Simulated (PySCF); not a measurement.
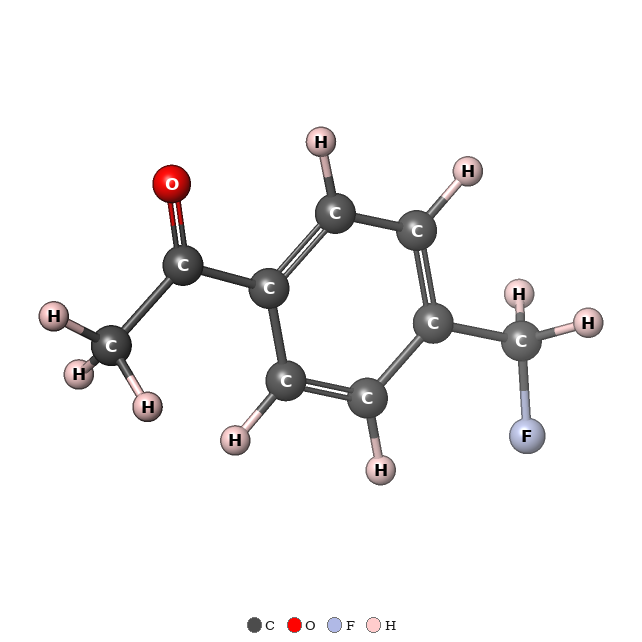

Orthographic view. Depth is shown by fading: the farther an atom, the more it takes the colour of the background. The computed structure is the end point of a PBE0-D3(BJ)/def2-SVP optimisation. No frequency run is at hand to confirm it as a minimum.

Q: Write the InChI string.

A: InChI=1S/C9H9FO/c1-7(11)9-4-2-8(6-10)3-5-9/h2-5H,6H2,1H3
